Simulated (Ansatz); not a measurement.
# CH₅Al (triplet): one geometry, many settings at distance Al1–H4 along a hydrogen transfer = 1.475 Å

Aim: run CH₅Al (triplet) at one geometry under a spread of methods and options, and see what each costs and gives.

Method: the settings change from run to run; program: Ansatz 0.2.0, Gaussian basis.

7 further runs of the same task are left out: 1 for a mislabelled method, 6 that didn't finish.

## Step 1: The system

The geometry derives from fragments relaxed apart (PBE0/def2-TZVP) and kept rigid, so it is no stationary point. A hydrogen atom is moved between rigid fragments.

7 atoms, charge 0, spin multiplicity 3.

Atoms are counted from 1 here; the program's logs count them from 0.

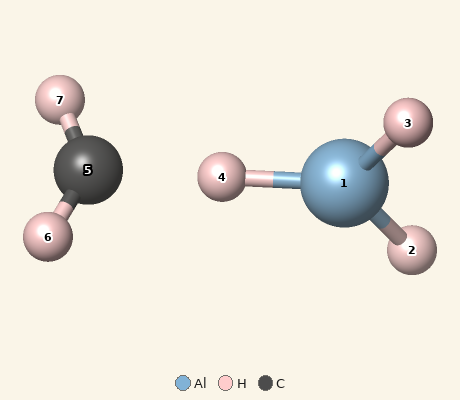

The structure; aluminium light blue, hydrogen pink, carbon dark grey; atoms are numbered from 1 in the order of the file.

## Step 2: MP2 on UHF/cc-pVDZ

Contents of in.yaml:

```yaml
crystal:
  periodic: [false, false, false]
  atoms:
    - {symbol: Al, position_ang: [-1.001409, 0.000000, 0.000000]}
    - {symbol: H, position_ang: [-1.794333, 1.373384, 0.000000]}
    - {symbol: H, position_ang: [-1.794333, -1.373384, 0.000000]}
    - {symbol: H, position_ang: [0.473591, 0.000000, 0.000000]}
    - {symbol: C, position_ang: [2.090591, 0.000000, 0.000000]}
    - {symbol: H, position_ang: [2.505059, 0.000000, 0.996161]}
    - {symbol: H, position_ang: [2.505059, 0.000000, -0.996161]}
basis:
  gaussian: {orbitals: cc-pVDZ}
magnetization: {spin_polarized: true, initial_magnetization: 2}
correlation: {method: mp2, electrons: outside_noble_gas}
scf: {lower_state_search: off}
```

Run with:

```
$ ansatz run in.yaml --threads 1 --pin off --events-out ev --progress --plain --max-ram 2393MiB
```

What it wrote:

```text
Functional definition: HF
  name "HF"
  cite "Fock, Z. Phys. 61, 126 (1930) doi:10.1007/BF01340294"
  parent pbe
  exchange = exact_x
  correlation = 0
these checks for a lower state are left out or cut short: stability, starts, cluster_reference, orbital_swaps, neighbouring_geometries, increment
528 factors; integrals over basis functions are off by at most 1.5e-3 eV
mean field evaluation 1: about -7686.1189 eV, gradient 1.2e1 eV
mean field evaluation 2: about -7686.1198 eV, gradient 1.2e1 eV
mean field evaluation 4: about -7687.7214 eV, gradient 2.1e0 eV
mean field evaluation 8: about -7687.8044 eV, gradient 1.4e-3 eV
mean field -7687.80441009 eV, -282.5216010899 hartree, gradient 1.8e-6 eV, S^2 2.026495; 0 other end points of the search recorded, 0 dependent functions left out
6 core orbitals not correlated: weight in the atoms' cores, before any rotation towards them, 1.000 or more for the frozen orbitals, at most 0.000 for the correlated occupied ones
reference -7687.80441009 eV, -282.5216010899 hartree; 7, 5 occupied and 44, 46 virtual orbitals, 528 factors
second order -4.95122006 eV of doubles, -0.00000000 eV of singles
Total energy: -7692.75563015 eV, -282.7035550708 hartree
Checks for a lower state left out: stability, starts, cluster_reference, orbital_swaps, neighbouring_geometries, increment
```

It took 0.3 s on 1 thread of Arm Neoverse V2, shared host.

From the report: ⟨S²⟩ of the determinant 2.026 (pure triplet: 2.00).

## Step 3: NEVPT4(SD)(4,3)/STO-3G

Changes to in.yaml since step 2:

```diff
@@ -11,5 +11,5 @@
 basis:
-  gaussian: {orbitals: cc-pVDZ}
-magnetization: {spin_polarized: true, initial_magnetization: 2}
-correlation: {method: mp2, electrons: outside_noble_gas}
+  gaussian: {orbitals: STO-3G}
+magnetization: {spin_polarized: false, initial_magnetization: 2}
+correlation: {method: fic_nevpt4_sd, electrons: outside_noble_gas, active_space: {window: {electrons: 4, orbitals: 3}, states: [{multiplicity: 3, weights: [1, 1, 1]}]}}
 scf: {lower_state_search: off}
```

Launched as before.

What it wrote (excerpt; [...] marks lines left out):

```text
Functional definition: HF
  name "HF"
  cite "Fock, Z. Phys. 61, 126 (1930) doi:10.1007/BF01340294"
  parent pbe
[...]
307 factors; integrals over basis functions are off by at most 5.4e-8 eV
[...]
mean field -7595.19619951 eV, -279.1183121230 hartree, gradient 1.2e-6 eV, S^2 2.000000; 0 other end points of the search recorded, 0 dependent functions left out
reference -7595.19619951 eV, -279.1183121230 hartree; 13, 11 occupied and 6, 8 virtual orbitals, 307 factors
state -7594.64290594 eV, -279.0979789596 hartree
state -7584.82205205 eV, -278.7370692359 hartree
state -7583.36418077 eV, -278.6834934545 hartree
state -7594.64290594 eV, -279.0979789596 hartree; corrected -7597.82736008 eV, -279.2150054905 hartree
state -7584.82205205 eV, -278.7370692359 hartree; corrected -7588.58653064 eV, -278.8754112723 hartree
state -7583.36418077 eV, -278.6834934545 hartree; corrected -7586.21511469 eV, -278.7882633437 hartree
Total energy: -7590.87633514 eV, -278.9595600355 hartree
Checks for a lower state left out: stability, starts, cluster_reference, orbital_swaps, neighbouring_geometries, increment
```

It took 0.36 s on 1 thread of Arm Neoverse V2, shared host.

From the report: 4 determinants; active occupations (of the averaged states) 1.33, 1.33, 1.33.

## Step 4: MRCISD+Q(10,6)/6-31G

Changes to in.yaml since step 3:

```diff
@@ -11,5 +11,5 @@
 basis:
-  gaussian: {orbitals: STO-3G}
+  gaussian: {orbitals: 6-31G}
 magnetization: {spin_polarized: false, initial_magnetization: 2}
-correlation: {method: fic_nevpt4_sd, electrons: outside_noble_gas, active_space: {window: {electrons: 4, orbitals: 3}, states: [{multiplicity: 3, weights: [1, 1, 1]}]}}
-scf: {lower_state_search: off}
+hamiltonian: {pseudopotentials: {relativity: scalar}}
+correlation: {method: fic_mrcisd_q, electrons: outside_noble_gas, active_space: {window: {electrons: 10, orbitals: 6}}}
```

Launched as before.

What it wrote (excerpt; [...] marks lines left out):

```text
Functional definition: HF
  name "HF"
  cite "Fock, Z. Phys. 61, 126 (1930) doi:10.1007/BF01340294"
  parent pbe
[...]
425 factors; integrals over basis functions are off by at most 2.8e-4 eV
[...]
mean field -7697.21680736 eV, -282.8675003094 hartree, gradient 1.7e-6 eV, S^2 2.000000; 3 other end points of the search recorded, 0 dependent functions left out
reference -7697.21680736 eV, -282.8675003094 hartree; 13, 11 occupied and 19, 21 virtual orbitals, 425 factors
state -7697.21687595 eV, -282.8675028303 hartree
contracted CI cycle   1: correlation 0.00000000 eV, 0.0000000000 hartree, residual 1.40e1 eV
contracted CI cycle   2: correlation -3.35049907 eV, -0.1231285698 hartree, residual 3.06e0 eV
contracted CI cycle   3: correlation -3.55069273 eV, -0.1304855510 hartree, residual 8.54e-1 eV
contracted CI cycle   4: correlation -3.56713774 eV, -0.1310898942 hartree, residual 2.31e-1 eV
contracted CI cycle   5: correlation -3.56827054 eV, -0.1311315236 hartree, residual 5.32e-2 eV
contracted CI cycle   6: correlation -3.56833035 eV, -0.1311337215 hartree, residual 1.59e-2 eV
contracted CI cycle   7: correlation -3.56833579 eV, -0.1311339217 hartree, residual 4.82e-3 eV
contracted CI cycle   8: correlation -3.56833632 eV, -0.1311339411 hartree, residual 1.60e-3 eV
state -7697.21687595 eV, -282.8675028303 hartree; corrected -7701.07276510 eV, -283.0092041427 hartree
WARN: 4 active orbitals are nearly empty or full. The corrections depend on them more than the energy does, and are more stable in an active space without them
Total energy: -7701.07276510 eV, -283.0092041427 hartree
Relativity: scalar
```

Wall time 1.2 s (1 thread of Arm Neoverse V2, shared host).

From the report: 12 determinants; active occupations 2.00, 2.00, 2.00, 2.00, 1.00, 1.00. The report marks this result as in doubt.

## Step 5: HF/cc-pVDZ

Changes to in.yaml since step 4:

```diff
@@ -11,5 +11,5 @@
 basis:
-  gaussian: {orbitals: 6-31G}
+  gaussian: {orbitals: cc-pVDZ}
 magnetization: {spin_polarized: false, initial_magnetization: 2}
-hamiltonian: {pseudopotentials: {relativity: scalar}}
-correlation: {method: fic_mrcisd_q, electrons: outside_noble_gas, active_space: {window: {electrons: 10, orbitals: 6}}}
+hamiltonian: {xc: hf}
+output: {forces: true, orbitals: {seedname: orbitals}}
```

Same command.

What it wrote (excerpt; [...] marks lines left out):

```text
Functional definition: HF
  name "HF"
  cite "Fock, Z. Phys. 61, 126 (1930) doi:10.1007/BF01340294"
  parent pbe
[...]
528 factors; integrals over basis functions are off by at most 1.5e-3 eV
[...]
mean field -7687.58509548 eV, -282.5135414265 hartree, gradient 2.1e-5 eV, S^2 2.000000; 0 other end points of the search recorded, 0 dependent functions left out
[...]
reference -7687.58509548 eV, -282.5135414265 hartree; 13, 11 occupied and 44, 46 virtual orbitals, 528 factors
Total energy: -7687.58509548 eV, -282.5135414265 hartree
Atom 0 at    -1.001409     0.000000     0.000000 Å, force    -2.686342    -0.000000    -0.000000 eV/Å
Atom 1 at    -1.794333     1.373384     0.000000 Å, force    -0.128147     0.059436     0.000000 eV/Å
Atom 2 at    -1.794333    -1.373384     0.000000 Å, force    -0.128147    -0.059436    -0.000000 eV/Å
Atom 3 at     0.473591     0.000000     0.000000 Å, force     1.058206    -0.000000    -0.000000 eV/Å
Atom 4 at     2.090591     0.000000     0.000000 Å, force     0.724639     0.000000    -0.000000 eV/Å
Atom 5 at     2.505059     0.000000     0.996161 Å, force     0.579895    -0.000000    -0.099007 eV/Å
Atom 6 at     2.505059     0.000000    -0.996161 Å, force     0.579895    -0.000000     0.099007 eV/Å
Dipole moment:     0.147146     0.000000    -0.000000 e Å
```

It took 0.51 s on 1 thread of Arm Neoverse V2, shared host.

## Step 6: CCSD/cc-pVDZ

Changes to in.yaml since step 5:

```diff
@@ -12,4 +12,6 @@
   gaussian: {orbitals: cc-pVDZ}
-magnetization: {spin_polarized: false, initial_magnetization: 2}
-hamiltonian: {xc: hf}
-output: {forces: true, orbitals: {seedname: orbitals}}
+magnetization: {spin_polarized: true, initial_magnetization: 2}
+hamiltonian: {xc: {name: B3LYP}}
+correlation: {method: ccsd, electrons: valence}
+scf: {lower_state_search: off}
+output: {forces: true}
```

The command is unchanged.

What it wrote (excerpt; [...] marks lines left out):

```text
Functional definition: B3LYP
  name "B3LYP"
  cite "Stephens, Devlin, Chabalowski & Frisch, J. Phys. Chem. 98, 11623 (1994) doi:10.1021/j100096a001"
  cite "Becke, Phys. Rev. A 38, 3098 (1988) doi:10.1103/PhysRevA.38.3098"
  cite "Lee, Yang & Parr, Phys. Rev. B 37, 785 (1988) doi:10.1103/PhysRevB.37.785"
  cite "Vosko, Wilk & Nusair, Can. J. Phys. 58, 1200 (1980) doi:10.1139/p80-159"
[...]
528 factors; integrals over basis functions are off by at most 1.5e-3 eV
[...]
mean field -7710.54401578 eV, -283.3572661853 hartree, gradient 1.9e-6 eV, S^2 2.007948; 0 other end points of the search recorded, 0 dependent functions left out
6 core orbitals not correlated: weight in the atoms' cores, before any rotation towards them, 1.000 or more for the frozen orbitals, at most 0.000 for the correlated occupied ones
[...]
cycle   1  -6.22692606 eV  change   -7.6e-1 eV  update   5.9e-2
[...]
cycle  12  -6.50484989 eV  change    4.8e-7 eV  update   6.9e-7
[...]
Total energy: -7693.89465379 eV, -282.7454134176 hartree
Atom 0 at    -1.001409     0.000000     0.000000 Å, force    -2.909764    -0.000000     0.000000 eV/Å
Atom 1 at    -1.794333     1.373384     0.000000 Å, force    -0.122712     0.084327     0.000000 eV/Å
Atom 2 at    -1.794333    -1.373384     0.000000 Å, force    -0.122712    -0.084327    -0.000000 eV/Å
Atom 3 at     0.473591     0.000000     0.000000 Å, force     2.232814    -0.000000    -0.000000 eV/Å
Atom 4 at     2.090591     0.000000     0.000000 Å, force    -0.383281     0.000000     0.000000 eV/Å
Atom 5 at     2.505059     0.000000     0.996161 Å, force     0.652828    -0.000000     0.430856 eV/Å
Atom 6 at     2.505059     0.000000    -0.996161 Å, force     0.652828     0.000000    -0.430856 eV/Å
Dipole moment:     0.111619     0.000000    -0.000000 e Å
Checks for a lower state left out: starts, cluster_reference, orbital_swaps, neighbouring_geometries, increment
```

It took 7.5 s on 1 thread of Arm Neoverse V2, shared host.

From the report: ⟨S²⟩ of the determinant 2.008 (pure triplet: 2.00); correlation -6.5048 eV; T1 0.018; largest double amplitude 0.03. The orbitals are Kohn-Sham ones, so correlation energy and T1 don't compare with those on Hartree-Fock orbitals.

## Step 7: BCCD on UHF/STO-3G

Changes to in.yaml since step 6:

```diff
@@ -11,6 +11,5 @@
 basis:
-  gaussian: {orbitals: cc-pVDZ}
+  gaussian: {orbitals: STO-3G}
 magnetization: {spin_polarized: true, initial_magnetization: 2}
-hamiltonian: {xc: {name: B3LYP}}
-correlation: {method: ccsd, electrons: valence}
+correlation: {method: bccd, electrons: all}
 scf: {lower_state_search: off}
```

The command is unchanged.

What it wrote (excerpt; [...] marks lines left out):

```text
Functional definition: HF
  name "HF"
  cite "Fock, Z. Phys. 61, 126 (1930) doi:10.1007/BF01340294"
  parent pbe
[...]
220 factors; integrals over basis functions are off by at most 3.2e-5 eV
[...]
mean field -7595.41986004 eV, -279.1265314960 hartree, gradient 2.0e-6 eV, S^2 2.030947; 0 other end points of the search recorded, 0 dependent functions left out
reference -7595.41986004 eV, -279.1265314960 hartree; 13, 11 occupied and 6, 8 virtual orbitals, 220 factors
second order -1.86732204 eV of doubles, -0.00000000 eV of singles
cycle   1  -2.38731988 eV  change   -5.2e-1 eV  update   6.0e-2
[...]
cycle  11  -2.72208150 eV  change    7.3e-8 eV  update   2.5e-6
[...]
Total energy: -7598.14194154 eV, -279.2265661461 hartree
Atom 0 at    -1.001409     0.000000     0.000000 Å, force    -3.516805    -0.000000     0.000000 eV/Å
Atom 1 at    -1.794333     1.373384     0.000000 Å, force     0.735261    -1.422215    -0.000000 eV/Å
Atom 2 at    -1.794333    -1.373384     0.000000 Å, force     0.735261     1.422215    -0.000000 eV/Å
Atom 3 at     0.473591     0.000000     0.000000 Å, force     0.742566     0.000000    -0.000000 eV/Å
Atom 4 at     2.090591     0.000000     0.000000 Å, force    -0.928996     0.000000    -0.000000 eV/Å
Atom 5 at     2.505059     0.000000     0.996161 Å, force     1.116357     0.000000     0.616326 eV/Å
Atom 6 at     2.505059     0.000000    -0.996161 Å, force     1.116357    -0.000000    -0.616326 eV/Å
Dipole moment:     0.042860    -0.000000    -0.000000 e Å
Checks for a lower state left out: starts, cluster_reference, orbital_swaps, neighbouring_geometries, increment
```

Wall time 0.72 s (1 thread of Arm Neoverse V2, shared host).

From the report: ⟨S²⟩ of the determinant 2.031 (pure triplet: 2.00); correlation -2.7221 eV; largest double amplitude 0.06.

## Step 8: MRCISD+Q(8,7)/STO-3G

Changes to in.yaml since step 7:

```diff
@@ -12,5 +12,4 @@
   gaussian: {orbitals: STO-3G}
-magnetization: {spin_polarized: true, initial_magnetization: 2}
-correlation: {method: bccd, electrons: all}
-scf: {lower_state_search: off}
-output: {forces: true}
+magnetization: {spin_polarized: false, initial_magnetization: 2}
+correlation: {method: fic_mrcisd_q, electrons: outside_noble_gas, active_space: {window: {electrons: 8, orbitals: 7}, states: [{multiplicity: 3, weights: [1, 1, 1, 0.5]}, {multiplicity: 5, weights: [1]}], root: 1}}
+scf: {lower_state_search: light}
```

Launched as before.

What it wrote (excerpt; [...] marks lines left out):

```text
Functional definition: HF
  name "HF"
  cite "Fock, Z. Phys. 61, 126 (1930) doi:10.1007/BF01340294"
  parent pbe
[...]
307 factors; integrals over basis functions are off by at most 5.4e-8 eV
[...]
mean field -7595.19619951 eV, -279.1183121230 hartree, gradient 1.2e-6 eV, S^2 2.000000; 0 other end points of the search recorded, 0 dependent functions left out
reference -7595.19619951 eV, -279.1183121230 hartree; 13, 11 occupied and 6, 8 virtual orbitals, 307 factors
state -7595.38674057 eV, -279.1253143778 hartree
state -7589.93094702 eV, -278.9248176629 hartree
state -7587.47824943 eV, -278.8346826892 hartree
state -7587.35258224 eV, -278.8300645049 hartree
contracted CI cycle   1: correlation 0.00000000 eV, 0.0000000000 hartree, residual 9.93e0 eV
contracted CI cycle   2: correlation -2.32739519 eV, -0.0855301957 hartree, residual 2.15e0 eV
[...]
state -7587.35258224 eV, -278.8300645049 hartree; corrected -7589.60372662 eV, -278.9127925351 hartree
state -7587.73001604 eV, -278.8439349415 hartree
contracted CI cycle   1: correlation 0.00000000 eV, 0.0000000000 hartree, residual 9.48e0 eV
contracted CI cycle   2: correlation -2.10979249 eV, -0.0775334438 hartree, residual 1.92e0 eV
contracted CI cycle   3: correlation -2.19329039 eV, -0.0806019351 hartree, residual 3.39e-1 eV
contracted CI cycle   4: correlation -2.19603904 eV, -0.0807029460 hartree, residual 9.41e-2 eV
contracted CI cycle   5: correlation -2.19626043 eV, -0.0807110821 hartree, residual 2.98e-2 eV
contracted CI cycle   6: correlation -2.19628102 eV, -0.0807118389 hartree, residual 8.05e-3 eV
contracted CI cycle   7: correlation -2.19628242 eV, -0.0807118902 hartree, residual 2.08e-3 eV
contracted CI cycle   8: correlation -2.19628250 eV, -0.0807118933 hartree, residual 5.25e-4 eV
state -7587.73001604 eV, -278.8439349415 hartree; corrected -7590.06191983 eV, -278.9296308251 hartree
Total energy: -7592.65577352 eV, -279.0249531901 hartree
```

It took 3.6 s on 1 thread of Arm Neoverse V2, shared host.

From the report: 304 determinants; active occupations (of the averaged states) 1.98, 1.92, 1.44, 1.00, 0.84, 0.78, 0.05.

## Step 9: CISD/cc-pVDZ

Changes to in.yaml since step 8:

```diff
@@ -11,5 +11,6 @@
 basis:
-  gaussian: {orbitals: STO-3G}
+  gaussian: {orbitals: cc-pVDZ}
 magnetization: {spin_polarized: false, initial_magnetization: 2}
-correlation: {method: fic_mrcisd_q, electrons: outside_noble_gas, active_space: {window: {electrons: 8, orbitals: 7}, states: [{multiplicity: 3, weights: [1, 1, 1, 0.5]}, {multiplicity: 5, weights: [1]}], root: 1}}
-scf: {lower_state_search: light}
+correlation: {active_space: {ras: {orbitals: [5, 2, 44], electrons: 12, max_holes: 2, max_particles: 2}, fixed_orbitals: true}}
+scf: {lower_state_search: off}
+output: {forces: true}
```

Same command.

What it wrote (excerpt; [...] marks lines left out):

```text
Functional definition: HF
  name "HF"
  cite "Fock, Z. Phys. 61, 126 (1930) doi:10.1007/BF01340294"
  parent pbe
[...]
528 factors; integrals over basis functions are off by at most 1.5e-3 eV
[...]
mean field -7687.58509548 eV, -282.5135414265 hartree, gradient 1.1e-6 eV, S^2 2.000000; 0 other end points of the search recorded, 0 dependent functions left out
reference -7687.58509548 eV, -282.5135414265 hartree; 13, 11 occupied and 44, 46 virtual orbitals, 528 factors
state -7693.46722405 eV, -282.7297056644 hartree
[...]
Total energy: -7693.46722405 eV, -282.7297056644 hartree
Atom 0 at    -1.001409     0.000000     0.000000 Å, force    -2.860944     0.000000    -0.000000 eV/Å
Atom 1 at    -1.794333     1.373384     0.000000 Å, force    -0.097234     0.037482    -0.000000 eV/Å
Atom 2 at    -1.794333    -1.373384     0.000000 Å, force    -0.097234    -0.037482     0.000000 eV/Å
Atom 3 at     0.473591     0.000000     0.000000 Å, force     2.002241    -0.000000     0.000000 eV/Å
Atom 4 at     2.090591     0.000000     0.000000 Å, force    -0.203864    -0.000000    -0.000000 eV/Å
Atom 5 at     2.505059     0.000000     0.996161 Å, force     0.628517     0.000000     0.303294 eV/Å
Atom 6 at     2.505059     0.000000    -0.996161 Å, force     0.628517     0.000000    -0.303294 eV/Å
Dipole moment:     0.114874     0.000000    -0.000000 e Å
Checks for a lower state left out: starts, cluster_reference, orbital_swaps, neighbouring_geometries, increment
```

It took 15 s on 1 thread of Arm Neoverse V2, shared host; peak memory 0.28 GiB.

From the report: 110,292 determinants.

## Step 10: The runs in one table

Where basis and cores are those of an earlier UCCSDT(Q)/cc-pVDZ run (-7694.1078 eV), and the state is the same kind, the miss against it is given. † marks a result that the program doubts.

```tsv
level	correlated	functions	energy (eV)	from UCCSDT(Q) (meV)	time
MP2 on UHF/cc-pVDZ	outside noble gas	57	-7692.7556	1352.1	0.3 s
NEVPT4(SD)(4,3)/STO-3G (mean of several states)	outside noble gas	19	-7590.8763		0.36 s
MRCISD+Q(10,6)/6-31G (relativity set) †	outside noble gas	32	-7701.0728		1.2 s
HF/cc-pVDZ		57	-7687.5851	6522.7	0.51 s
CCSD/cc-pVDZ (on B3LYP orbitals)	valence	57	-7693.8947	213.1	7.5 s
BCCD on UHF/STO-3G	all	19	-7598.1419		0.72 s
MRCISD+Q(8,7)/STO-3G (excited root 1 of an average)	outside noble gas	19	-7592.6558		3.6 s
CISD/cc-pVDZ	outside noble gas	57	-7693.4672	640.5	15 s
```

## Step 11: Outcome

| quantity | value |
| --- | --- |
| runs | 8 |
| quickest | MP2 on UHF/cc-pVDZ, 0.3 s |
| slowest | CISD/cc-pVDZ, 15 s |

What this shows: Total energies in different bases, with other cores or another treatment of relativity can't be set against each other. CISD/cc-pVDZ took 48 times as long as MP2 on UHF/cc-pVDZ; the jobs differ in more than the method. Among the correlated runs with a miss given, it spans +213 to +1352 meV. Hartree-Fock, CASSCF and CASCI lack dynamic correlation by design. Cores frozen from Kohn-Sham orbitals shift the total energy.
